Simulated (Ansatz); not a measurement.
**Hypothetical CdI2 type HfO2, thickness series**

Base system: HfO2 in the CdI2 type structure (space group P-3m1, No. 164; a = 3.240 Å, c = 4.663 Å; a hypothetical phase, not in the database extracts checked; layered, stacked along the Cartesian z axis).

Free-standing slabs (3 atom(s) a layer) normal to the stacking axis with 15 Å of vacuum; in-plane cell relaxed.

Calculations: PBE-D3(BJ) (Ansatz, a program for electronic structure, PAW, no spin-orbit coupling), earlier PAW set.

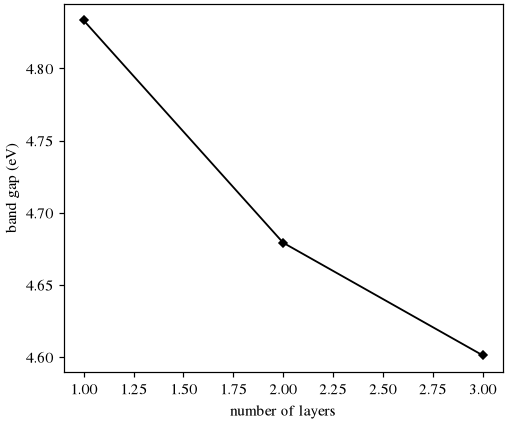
Figure. Band gap against number of layers

Q: From the plot, what is the band gap for 2 layers?

A: About 4.68 eV.

Q: Is the trend monotonic over the range shown?

A: Yes, it falls throughout, spanning 4.60 eV to 4.83 eV.

With Hf present, leaving out spin-orbit coupling can change the band edges. No phonon test of stability was made.
